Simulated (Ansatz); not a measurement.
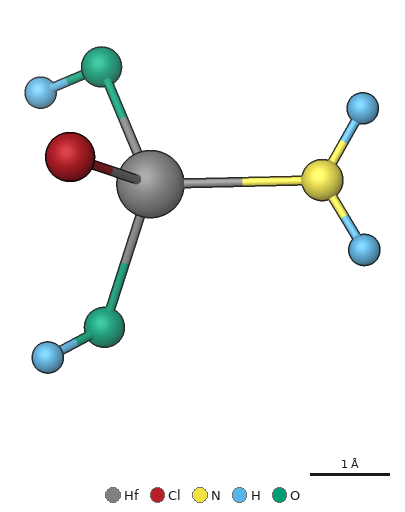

Starting structure of HfNH$_{4}$O$_{2}$Cl. The picture is a ball-and-stick view, seen from a free direction.

The run prepares the start of a later molecular dynamics calculation, from a guessed geometry.

Theory: RHF/def2-SVP (Ansatz).

The input:
```yaml
crystal:
  periodic: [false, false, false]
  atoms:
    - { symbol: Hf, position_ang: [0.0, 0.0, 0.0] }
    - { symbol: Cl, position_ang: [0.0, 0.0, 2.52] }
    - { symbol: "N", position_ang: [2.084, 0.0, -0.7359] }
    - { symbol: H, position_ang: [2.5823, -0.918, -0.9166] }
    - { symbol: H, position_ang: [2.5853, 0.918, -0.9082] }
    - { symbol: O, position_ang: [-0.975, 1.6891, -0.6893] }
    - { symbol: H, position_ang: [-1.9328, 1.4584, -0.9117] }
    - { symbol: O, position_ang: [-0.975, -1.6891, -0.6893] }
    - { symbol: H, position_ang: [-1.4296, -2.1548, 0.0831] }
basis:
  gaussian: { orbitals: def2-SVP }
hamiltonian:
  xc: hf
relax:
  f_tol: 0.02
  max_steps: 40
```

Launched with:
```bash
ansatz run input.yaml --threads 1 --pin off --max-ram 2048MiB --backend cpu --events-out ev --progress --plain --runs-dir out
```

### What does the optimiser find from here?

H7 moves most after the best rigid fit: 0.75 Å. By element the largest moves are H 0.75 Å, O 0.47 Å, N 0.26 Å, Cl 0.23 Å, Hf 0.13 Å. Some distances before and after: Hf1–N3 2.210 → 2.044 Å, Hf1–O6 2.069 → 1.927 Å, Hf1–Cl2 2.520 → 2.424 Å, O6–H7 1.010 → 0.939 Å. Among the angles between lasting bonds that change: Hf1–O8–H9 109.5° → 175.2°, Hf1–O6–H7 109.5° → 174.3°, H4–N3–H5 120.0° → 108.1°. Over 8 geometry steps the energy falls by 158.0 kJ/mol. Largest force component: 3.6 eV/Å at the start, 0.014 eV/Å at the end.

The structure at the end:

```xyz
9

Hf   -0.0471   -0.0550    0.1118
Cl    0.0741    0.2207    2.5174
N     1.8272   -0.0164   -0.7016
H     2.4361   -0.8074   -0.8234
H     2.3056    0.8004   -1.0410
O    -1.0211    1.4314   -0.6341
H    -1.5733    2.1083   -0.9778
O    -0.8099   -1.7842   -0.2642
H    -1.2524   -2.5942   -0.4350
```

After the run, drawn alike:

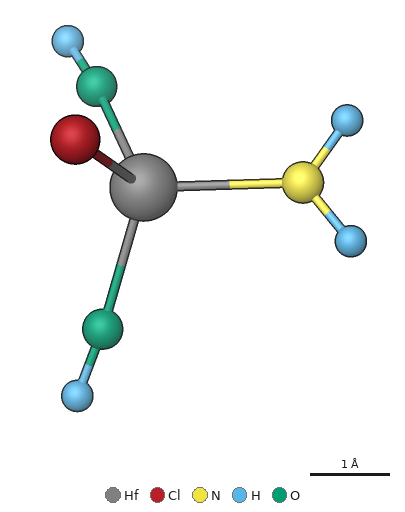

Limits of the set-up: Hartree-Fock leaves out electron correlation.
